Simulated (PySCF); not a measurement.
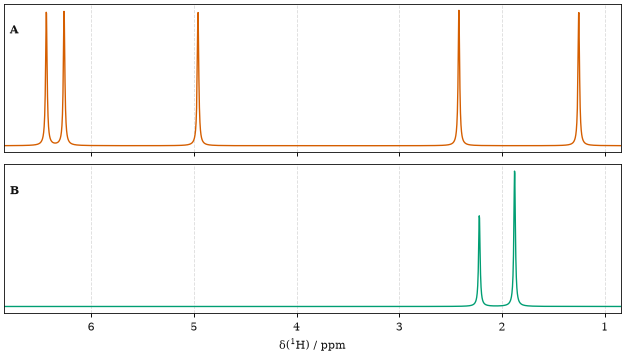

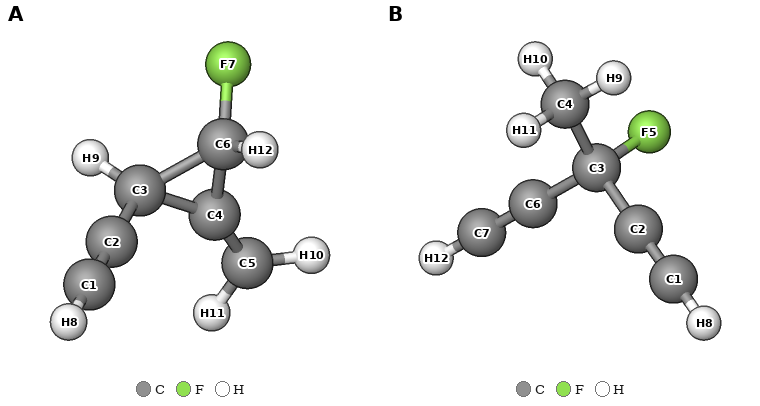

Related molecules: A is C₆H₅F, SMILES C#C[C@@H]1C(=C)[C@H]1F; B is C₆H₅F, SMILES C#CC(C)(F)C#C. GIAO ¹H shifts against TMS, PBE0/pcSseg-1 with PySCF 2.14.0, at a GFN2-xTB geometry (no frequency check); fully decoupled, line heights follow the number of nuclei within a panel, widths are arbitrary (no quadrupolar broadening); values of one conformer, averaged over methyl-type rotors and exact or near symmetry.

Assign the ¹H signals of each molecule.

Answer. A: 6.44 (H10); 6.26 (H11); 4.96 (H12); 2.42 (H9); 1.25 (H8)
B: 2.22 (H8, H12); 1.88 (H9, H10, H11)

Caveats, for all or some of the runs: the tight-binding geometry is rougher than a DFT one and adds to the error.
